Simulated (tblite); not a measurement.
# Run report: C$_{2}$H$_{3}$F$_{3}$GeS, geometry relaxation

The run: geometry relaxation of C$_{2}$H$_{3}$F$_{3}$GeS, SMILES FC(F)=[C](F)[GeH2][SH]. Method and program: GFN2-xTB geometry optimisation, gas phase (tblite 0.8.0).

It belongs to a series of runs on one base structure; here: H on Ge replaced by CF=CF2.

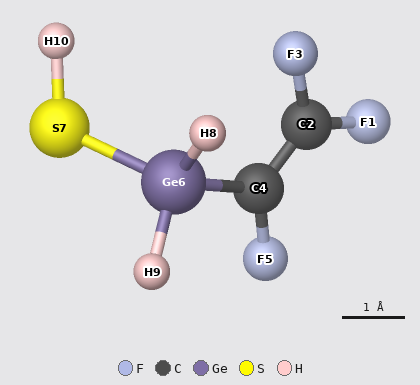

Fig. 1: The input geometry (ball-and-stick view, seen at a tilt; atoms are numbered from 1 in the order of the input). Sticks mark near contacts.

### Results in brief

```csv
quantity,value
outcome,converged
total energy,−684.9157 eV
hardware,"1 CPU thread, shared host"
wall time,0.59 s
peak memory,0.18 GiB
```

### Input
```
{"job": {"kind": "relax", "xc": "GFN2-xTB", "basis": "xTB"}, "charge": 0, "multiplicity": 1}
F     -2.444700    -1.798700     0.192300
C     -1.408100    -0.929900     0.361500
F     -0.880700    -0.880300     1.642700
C     -0.899900    -0.188500    -0.606700
F     -1.355900    -0.201200    -1.870800
Ge     0.575500     0.972800    -0.206500
S      2.535000    -0.021200    -0.343600
H      0.341000     1.550500     1.201900
H      0.587400     2.104200    -1.285100
H      2.959200    -0.602900     0.891700
```

The first line tells a small driver script what to run in tblite; the rest is the geometry in Å.

Command:
```bash
OMP_NUM_THREADS=1 python <driver script> task.json out
```

### Output
```
step      E/eV     max force
  0    -684.45461    2.067
  1    -684.62718    1.249
  2    -684.72609    1.507
  3    -684.76203    0.675
  4    -684.80103    0.496
  5    -684.81937    0.573
  6    -684.83623    0.392
  7    -684.85034    0.333
  8    -684.86247    0.308
  9    -684.87046    0.233
 10    -684.87507    0.211
 11    -684.87885    0.183
 12    -684.88279    0.162
 13    -684.88604    0.182
 14    -684.88848    0.172
 15    -684.89055    0.160
 16    -684.89288    0.201
 17    -684.89510    0.167
 18    -684.89636    0.082
 19    -684.89689    0.055
 20    -684.89728    0.057
 21    -684.89781    0.094
 22    -684.89846    0.096
 23    -684.89898    0.066
 24    -684.89928    0.043
 25    -684.89947    0.046
 26    -684.89970    0.070
 27    -684.89999    0.070
 28    -684.90030    0.053
 29    -684.90064    0.065
 30    -684.90110    0.069
 31    -684.90184    0.117
 32    -684.90288    0.138
 33    -684.90405    0.103
 34    -684.90508    0.078
 35    -684.90590    0.076
 36    -684.90681    0.115
 37    -684.90818    0.143
 38    -684.90977    0.119
 39    -684.91092    0.089
 40    -684.91151    0.074
 41    -684.91172    0.086
 42    -684.91218    0.062
 43    -684.91263    0.048
 44    -684.91320    0.081
 45    -684.91365    0.079
 46    -684.91392    0.052
 47    -684.91410    0.035
 48    -684.91428    0.046
 49    -684.91445    0.042
 50    -684.91458    0.032
 51    -684.91466    0.028
 52    -684.91474    0.024
 53    -684.91484    0.038
 54    -684.91495    0.036
 55    -684.91502    0.024
 56    -684.91507    0.016
 57    -684.91511    0.022
 58    -684.91521    0.040
 59    -684.91539    0.051
 60    -684.91555    0.041
 61    -684.91563    0.016
 62    -684.91565    0.010
```

### Trajectory as extended XYZ (Å, eV, eV/Å), 21 of the 63 frames kept, from step=0 to step=62
```
10
Properties=species:S:1:pos:R:3:forces:R:3 step=0 energy=-684.45461
F    -2.4447   -1.7987    0.1923    1.1270   0.8030   0.7830
C    -1.4081   -0.9299    0.3615   -0.6990  -0.8890   0.3850
F    -0.8807   -0.8803    1.6427   -0.8690  -0.1650  -1.8680
C    -0.8999   -0.1885   -0.6067   -0.2120  -0.2470   0.1300
F    -1.3559   -0.2012   -1.8708   -0.0780  -0.1830   0.3550
Ge    0.5755    0.9728   -0.2065    0.8110   1.3030   0.5770
S     2.5350   -0.0212   -0.3436    0.8200  -0.6540   0.6570
H     0.3410    1.5505    1.2019    0.0370  -0.1260  -0.4120
H     0.5874    2.1042   -1.2851    0.0260  -0.6250   0.4820
H     2.9592   -0.6029    0.8917   -0.9640   0.7840  -1.0880
10
Properties=species:S:1:pos:R:3:forces:R:3 step=3 energy=-684.76203
F    -2.4196   -1.7867    0.2339   -0.3630  -0.3730   0.2440
C    -1.4219   -0.9465    0.3489    0.2010   0.2830  -0.5790
F    -0.9170   -0.8911    1.5766   -0.0010  -0.0950   0.2670
C    -0.8949   -0.1889   -0.5955    0.2580   0.1770   0.0690
F    -1.3617   -0.2120   -1.8537   -0.0380  -0.0370  -0.0060
Ge    0.6131    1.0185   -0.1815    0.2820  -0.2730   0.0670
S     2.5711   -0.0461   -0.3267    0.0220   0.1700  -0.5580
H     0.3432    1.5484    1.1878    0.0250   0.1180   0.1390
H     0.5909    2.0730   -1.2605    0.0960  -0.1460   0.1220
H     2.9057   -0.5639    0.8481   -0.4820   0.1760   0.2350
10
Properties=species:S:1:pos:R:3:forces:R:3 step=6 energy=-684.83623
F    -2.4300   -1.8039    0.2714    0.1200   0.1740  -0.1850
C    -1.4211   -0.9478    0.3196   -0.0100  -0.0890   0.2710
F    -0.9336   -0.9042    1.5650    0.1270   0.0350   0.0820
C    -0.8717   -0.1732   -0.5990   -0.2390  -0.3090   0.0340
F    -1.3624   -0.2150   -1.8496    0.1520   0.1510  -0.1180
Ge    0.6589    1.0063   -0.1626   -0.1110  -0.1520  -0.0210
S     2.5918   -0.0401   -0.3764    0.0830  -0.0150   0.0040
H     0.3494    1.5600    1.1975    0.1220  -0.0050   0.0390
H     0.6044    2.0461   -1.2383    0.0810   0.0370  -0.0050
H     2.8233   -0.5234    0.8499   -0.3260   0.1720  -0.1000
10
Properties=species:S:1:pos:R:3:forces:R:3 step=9 energy=-684.87046
F    -2.4295   -1.7990    0.2696   -0.1230  -0.0750  -0.0290
C    -1.4196   -0.9563    0.3328   -0.0150  -0.0150   0.0130
F    -0.9243   -0.9073    1.5738    0.0880  -0.0030   0.0460
C    -0.8789   -0.1954   -0.5975    0.1820   0.1040  -0.0590
F    -1.3440   -0.1991   -1.8604    0.0790  -0.0110   0.1320
Ge    0.6660    0.9790   -0.1584   -0.1870   0.0860  -0.1100
S     2.6093   -0.0358   -0.4054   -0.0850   0.0190   0.1180
H     0.3708    1.5639    1.2069    0.1640  -0.1260  -0.1050
H     0.6222    2.0358   -1.2260    0.0060   0.0010   0.0260
H     2.7369   -0.4812    0.8420   -0.1090   0.0210  -0.0310
10
Properties=species:S:1:pos:R:3:forces:R:3 step=12 energy=-684.88279
F    -2.4369   -1.7993    0.2645    0.0800   0.0640   0.0600
C    -1.4192   -0.9598    0.3385    0.0320   0.0220  -0.0670
F    -0.9115   -0.9098    1.5787   -0.0580  -0.0680  -0.0910
C    -0.8682   -0.2018   -0.5932   -0.0410  -0.0640   0.1260
F    -1.3275   -0.1939   -1.8532   -0.0150  -0.0480  -0.0230
Ge    0.6510    0.9787   -0.1699    0.1530   0.0500  -0.0140
S     2.6015   -0.0291   -0.4045   -0.1280   0.0700  -0.0300
H     0.4006    1.5490    1.1982    0.0860  -0.0620   0.0030
H     0.6286    2.0357   -1.2217   -0.0560   0.0960  -0.0910
H     2.6905   -0.4649    0.8402   -0.0520  -0.0590   0.1250
10
Properties=species:S:1:pos:R:3:forces:R:3 step=16 energy=-684.89288
F    -2.4348   -1.7938    0.2703   -0.0370  -0.0380  -0.0250
C    -1.4141   -0.9629    0.3383    0.0230  -0.0070   0.0410
F    -0.9090   -0.9262    1.5753    0.0350  -0.0170   0.0930
C    -0.8596   -0.2047   -0.5860    0.0270   0.0860  -0.1180
F    -1.3172   -0.2008   -1.8490   -0.0230  -0.0260  -0.0190
Ge    0.6577    0.9932   -0.1855   -0.0880   0.0550  -0.0340
S     2.5824   -0.0203   -0.3988    0.1600  -0.1110   0.0510
H     0.4421    1.5263    1.1959    0.0170   0.0320   0.0660
H     0.6196    2.0557   -1.2369   -0.0610   0.0340  -0.0220
H     2.6418   -0.4619    0.8539   -0.0530  -0.0070  -0.0330
10
Properties=species:S:1:pos:R:3:forces:R:3 step=19 energy=-684.89689
F    -2.4331   -1.7919    0.2711    0.0220  -0.0040  -0.0390
C    -1.4075   -0.9636    0.3403    0.0080   0.0130  -0.0120
F    -0.9058   -0.9365    1.5802    0.0330   0.0360  -0.0230
C    -0.8578   -0.2025   -0.5885    0.0130   0.0110   0.0260
F    -1.3161   -0.2073   -1.8520   -0.0200  -0.0140   0.0340
Ge    0.6588    1.0041   -0.1949    0.0040  -0.0140  -0.0010
S     2.5890   -0.0266   -0.3934    0.0110  -0.0110  -0.0030
H     0.4638    1.5201    1.2031   -0.0030   0.0260  -0.0360
H     0.6074    2.0706   -1.2480   -0.0410  -0.0100   0.0360
H     2.6103   -0.4618    0.8597   -0.0270  -0.0330   0.0180
10
Properties=species:S:1:pos:R:3:forces:R:3 step=22 energy=-684.89846
F    -2.4280   -1.7923    0.2639    0.0590   0.0200   0.0050
C    -1.4039   -0.9619    0.3401    0.0180   0.0000   0.0130
F    -0.8983   -0.9331    1.5785   -0.0080   0.0010  -0.0080
C    -0.8548   -0.1989   -0.5870   -0.0310  -0.0330   0.0040
F    -1.3198   -0.2117   -1.8471   -0.0090   0.0180  -0.0260
Ge    0.6599    1.0052   -0.1980    0.0870  -0.0380   0.0170
S     2.5944   -0.0320   -0.3906   -0.0750   0.0290   0.0190
H     0.4698    1.5238    1.1989   -0.0080   0.0210  -0.0230
H     0.5950    2.0736   -1.2446   -0.0180   0.0130  -0.0020
H     2.5945   -0.4681    0.8633   -0.0140  -0.0320   0.0010
10
Properties=species:S:1:pos:R:3:forces:R:3 step=25 energy=-684.89947
F    -2.4196   -1.7921    0.2596    0.0100  -0.0210   0.0310
C    -1.3986   -0.9603    0.3408    0.0170  -0.0010  -0.0030
F    -0.8932   -0.9313    1.5783   -0.0020  -0.0070   0.0190
C    -0.8537   -0.1971   -0.5873    0.0190   0.0070  -0.0250
F    -1.3237   -0.2136   -1.8460    0.0060   0.0270  -0.0150
Ge    0.6659    1.0047   -0.2001   -0.0410   0.0200  -0.0040
S     2.5923   -0.0343   -0.3856    0.0000  -0.0080   0.0100
H     0.4743    1.5284    1.1942   -0.0090   0.0170  -0.0070
H     0.5833    2.0778   -1.2431    0.0160  -0.0100   0.0050
H     2.5818   -0.4775    0.8666   -0.0160  -0.0240  -0.0120
10
Properties=species:S:1:pos:R:3:forces:R:3 step=28 energy=-684.90030
F    -2.4095   -1.7955    0.2635   -0.0060  -0.0240   0.0090
C    -1.3911   -0.9599    0.3409   -0.0130  -0.0140  -0.0180
F    -0.8897   -0.9310    1.5806    0.0290   0.0220  -0.0380
C    -0.8508   -0.1969   -0.5910   -0.0010   0.0030   0.0320
F    -1.3245   -0.2081   -1.8489    0.0150   0.0010   0.0300
Ge    0.6650    1.0063   -0.2013   -0.0350   0.0210   0.0000
S     2.5885   -0.0360   -0.3809    0.0210  -0.0050  -0.0180
H     0.4755    1.5361    1.1891   -0.0200   0.0150   0.0200
H     0.5792    2.0789   -1.2411    0.0260   0.0120  -0.0280
H     2.5662   -0.4892    0.8665   -0.0160  -0.0310   0.0100
10
Properties=species:S:1:pos:R:3:forces:R:3 step=31 energy=-684.90184
F    -2.3901   -1.8078    0.2719   -0.0070  -0.0130  -0.0250
C    -1.3793   -0.9624    0.3385   -0.0310  -0.0250   0.0270
F    -0.8752   -0.9248    1.5771    0.0550   0.0140  -0.0200
C    -0.8461   -0.1945   -0.5928   -0.0640   0.0000   0.0260
F    -1.3240   -0.1976   -1.8482    0.0070  -0.0220  -0.0050
Ge    0.6582    1.0144   -0.2031    0.1130  -0.0050   0.0280
S     2.5839   -0.0410   -0.3723   -0.0580   0.0290   0.0280
H     0.4717    1.5556    1.1827   -0.0280   0.0060   0.0330
H     0.5754    2.0840   -1.2433    0.0310   0.0240  -0.0580
H     2.5346   -0.5212    0.8668   -0.0160  -0.0090  -0.0350
10
Properties=species:S:1:pos:R:3:forces:R:3 step=34 energy=-684.90508
F    -2.3554   -1.8375    0.2884    0.0150   0.0110  -0.0330
C    -1.3616   -0.9713    0.3359    0.0140   0.0410   0.0300
F    -0.8378   -0.9116    1.5667    0.0300  -0.0510   0.0510
C    -0.8464   -0.1879   -0.5917   -0.0300   0.0640  -0.0210
F    -1.3203   -0.1794   -1.8474   -0.0250  -0.0530  -0.0290
Ge    0.6561    1.0332   -0.2015    0.0190   0.0160   0.0140
S     2.5680   -0.0462   -0.3528   -0.0290   0.0230   0.0430
H     0.4565    1.5954    1.1782   -0.0140  -0.0150  -0.0050
H     0.5797    2.0956   -1.2586    0.0440  -0.0500   0.0060
H     2.4701   -0.5857    0.8603   -0.0220   0.0140  -0.0550
10
Properties=species:S:1:pos:R:3:forces:R:3 step=37 energy=-684.90818
F    -2.3180   -1.8591    0.2963    0.0600   0.0550  -0.0070
C    -1.3408   -0.9718    0.3389    0.0380   0.0520  -0.0350
F    -0.7975   -0.9110    1.5643   -0.0330  -0.0420  -0.0310
C    -0.8505   -0.1726   -0.5911    0.0290   0.0260   0.0360
F    -1.3201   -0.1739   -1.8496   -0.0350  -0.0420   0.0620
Ge    0.6577    1.0520   -0.2000   -0.1420  -0.0080  -0.0180
S     2.5509   -0.0464   -0.3301    0.0600   0.0120  -0.0280
H     0.4490    1.6269    1.1725   -0.0180  -0.0070   0.0040
H     0.5892    2.0988   -1.2707    0.0540  -0.0250   0.0000
H     2.3891   -0.6383    0.8471   -0.0130  -0.0220   0.0170
10
Properties=species:S:1:pos:R:3:forces:R:3 step=40 energy=-684.91151
F    -2.2619   -1.8810    0.3034    0.0070   0.0300  -0.0180
C    -1.3114   -0.9666    0.3407    0.0240  -0.0300  -0.0010
F    -0.7494   -0.9115    1.5575   -0.0310   0.0090  -0.0070
C    -0.8553   -0.1482   -0.5886    0.0270  -0.0530   0.0080
F    -1.3280   -0.1711   -1.8447   -0.0590   0.0070   0.0440
Ge    0.6434    1.0738   -0.1961    0.0260  -0.0150  -0.0120
S     2.5324   -0.0438   -0.2995   -0.0040   0.0070   0.0330
H     0.4242    1.6705    1.1645   -0.0250  -0.0020   0.0090
H     0.6134    2.0961   -1.2860    0.0340   0.0350  -0.0280
H     2.3016   -0.7137    0.8263    0.0020   0.0110  -0.0270
10
Properties=species:S:1:pos:R:3:forces:R:3 step=43 energy=-684.91263
F    -2.2644   -1.8774    0.3008   -0.0210  -0.0040  -0.0160
C    -1.3107   -0.9677    0.3405    0.0080  -0.0170   0.0090
F    -0.7542   -0.9120    1.5584    0.0010   0.0010   0.0290
C    -0.8532   -0.1508   -0.5886    0.0170  -0.0270  -0.0070
F    -1.3349   -0.1726   -1.8408   -0.0450   0.0100   0.0060
Ge    0.6435    1.0726   -0.1967    0.0240   0.0300  -0.0080
S     2.5342   -0.0405   -0.3005    0.0090  -0.0090   0.0460
H     0.4191    1.6681    1.1663   -0.0160  -0.0120  -0.0230
H     0.6192    2.0971   -1.2884    0.0240   0.0060   0.0060
H     2.3104   -0.7121    0.8265   -0.0010   0.0210  -0.0400
10
Properties=species:S:1:pos:R:3:forces:R:3 step=46 energy=-684.91392
F    -2.2558   -1.8788    0.2964   -0.0020  -0.0050   0.0170
C    -1.3000   -0.9709    0.3428   -0.0160   0.0140  -0.0060
F    -0.7469   -0.9139    1.5621    0.0070  -0.0210  -0.0070
C    -0.8486   -0.1523   -0.5885   -0.0040   0.0030   0.0100
F    -1.3531   -0.1727   -1.8323    0.0060   0.0110   0.0070
Ge    0.6449    1.0804   -0.1985   -0.0130  -0.0160  -0.0160
S     2.5341   -0.0332   -0.2905    0.0270  -0.0160   0.0420
H     0.4055    1.6740    1.1628   -0.0080  -0.0010  -0.0280
H     0.6385    2.0992   -1.2950    0.0010   0.0130   0.0090
H     2.2903   -0.7271    0.8181    0.0010   0.0170  -0.0290
10
Properties=species:S:1:pos:R:3:forces:R:3 step=50 energy=-684.91458
F    -2.2326   -1.8910    0.3030   -0.0110   0.0100   0.0080
C    -1.2875   -0.9717    0.3444   -0.0010  -0.0070   0.0060
F    -0.7235   -0.9167    1.5592    0.0090  -0.0150  -0.0080
C    -0.8475   -0.1473   -0.5872   -0.0110   0.0040  -0.0030
F    -1.3615   -0.1642   -1.8267    0.0000   0.0040  -0.0040
Ge    0.6443    1.0879   -0.2023    0.0160  -0.0130  -0.0050
S     2.5329   -0.0323   -0.2672    0.0060   0.0290  -0.0110
H     0.3922    1.6946    1.1500   -0.0050   0.0010  -0.0040
H     0.6505    2.1050   -1.2999   -0.0030   0.0040  -0.0050
H     2.2417   -0.7596    0.8042    0.0000  -0.0170   0.0260
10
Properties=species:S:1:pos:R:3:forces:R:3 step=53 energy=-684.91484
F    -2.2398   -1.8873    0.3042   -0.0140   0.0090   0.0010
C    -1.2905   -0.9724    0.3449    0.0020   0.0000  -0.0050
F    -0.7253   -0.9220    1.5588    0.0170  -0.0070  -0.0020
C    -0.8485   -0.1488   -0.5869    0.0030  -0.0020  -0.0020
F    -1.3637   -0.1635   -1.8260   -0.0050   0.0020  -0.0050
Ge    0.6474    1.0842   -0.2058   -0.0240   0.0290   0.0050
S     2.5386   -0.0281   -0.2660    0.0180   0.0000   0.0010
H     0.3915    1.6903    1.1472    0.0020  -0.0020  -0.0110
H     0.6498    2.1081   -1.3002   -0.0010  -0.0270   0.0120
H     2.2494   -0.7558    0.8073    0.0030  -0.0010   0.0050
10
Properties=species:S:1:pos:R:3:forces:R:3 step=56 energy=-684.91507
F    -2.2520   -1.8805    0.3042   -0.0050   0.0100   0.0020
C    -1.2958   -0.9725    0.3449    0.0030   0.0000  -0.0050
F    -0.7285   -0.9277    1.5581    0.0110  -0.0020  -0.0090
C    -0.8503   -0.1509   -0.5871    0.0090  -0.0090  -0.0070
F    -1.3667   -0.1635   -1.8259   -0.0060   0.0040   0.0000
Ge    0.6473    1.0804   -0.2064    0.0000  -0.0070   0.0080
S     2.5461   -0.0218   -0.2680   -0.0080  -0.0010   0.0130
H     0.3874    1.6841    1.1450    0.0040   0.0070   0.0130
H     0.6524    2.1044   -1.2980   -0.0080  -0.0090  -0.0100
H     2.2690   -0.7475    0.8105    0.0000   0.0070  -0.0050
10
Properties=species:S:1:pos:R:3:forces:R:3 step=59 energy=-684.91539
F    -2.2489   -1.8789    0.3092    0.0000   0.0080   0.0020
C    -1.2901   -0.9735    0.3437    0.0050  -0.0070   0.0050
F    -0.7104   -0.9337    1.5517    0.0010  -0.0040  -0.0090
C    -0.8488   -0.1510   -0.5892    0.0000  -0.0020  -0.0090
F    -1.3744   -0.1570   -1.8241   -0.0020   0.0070   0.0040
Ge    0.6451    1.0832   -0.2047    0.0350  -0.0370  -0.0030
S     2.5476   -0.0163   -0.2534   -0.0250   0.0150   0.0010
H     0.3786    1.6954    1.1407   -0.0030   0.0080   0.0240
H     0.6568    2.0985   -1.3022   -0.0100   0.0130  -0.0250
H     2.2535   -0.7618    0.8058   -0.0010  -0.0010   0.0100
10
Properties=species:S:1:pos:R:3:forces:R:3 step=62 energy=-684.91565
F    -2.2562   -1.8713    0.3133    0.0030  -0.0010  -0.0020
C    -1.2888   -0.9752    0.3420    0.0020   0.0000   0.0000
F    -0.6997   -0.9427    1.5455    0.0020  -0.0030   0.0020
C    -0.8466   -0.1543   -0.5920    0.0000   0.0040   0.0030
F    -1.3803   -0.1521   -1.8231    0.0000   0.0080   0.0020
Ge    0.6469    1.0810   -0.2057    0.0010   0.0010  -0.0020
S     2.5518   -0.0104   -0.2439    0.0000  -0.0040  -0.0050
H     0.3780    1.6977    1.1395   -0.0050  -0.0040  -0.0010
H     0.6529    2.0953   -1.3067   -0.0010  -0.0040  -0.0050
H     2.2509   -0.7632    0.8085   -0.0010   0.0030   0.0090
```

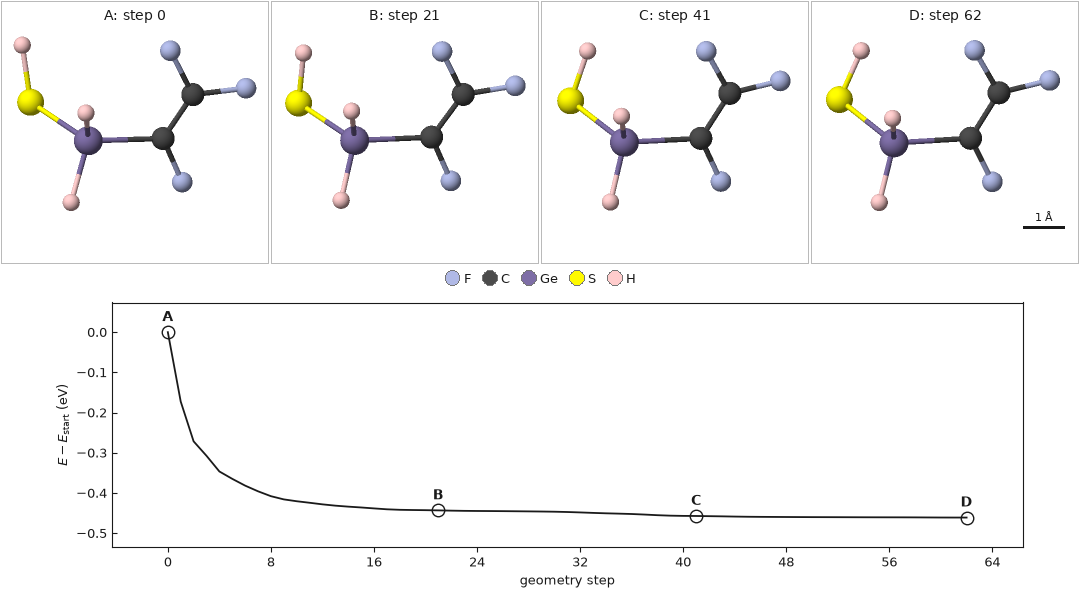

Fig. 2: Frames of the relaxation (ball-and-stick view, seen at a tilt) above the curves, on which the letters mark them (steps are counted from 0).

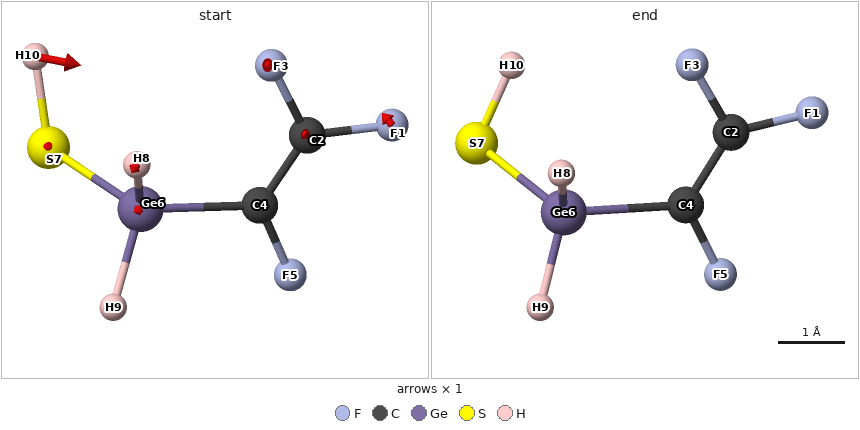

Fig. 3: Before (left) and after (right) the relaxation, at one scale (ball-and-stick view, seen at a tilt). The red arrows give the displacements, at true length. The atom that moves furthest after the best rigid fit is H10 (0.72 Å). Largest moves by element: H 0.72 Å, F 0.25 Å, C 0.14 Å, Ge 0.13 Å, S 0.10 Å. Among the contacts that change: S7–H10 1.430 → 1.328 Å, Ge6–H9 1.563 → 1.497 Å, C4–Ge6 1.920 → 1.976 Å, C2–F3 1.386 → 1.340 Å. Among the angles that change: Ge6–S7–H10 113.2° → 94.1°, F1–C2–C4 124.0° → 130.8°, F1–C2–F3 115.3° → 111.0°. Over 62 geometry steps the energy falls by 0.461 eV. The largest force component goes from 1.9 to 0.009 eV/Å. (Atoms are counted from 1 in the order of the input.)
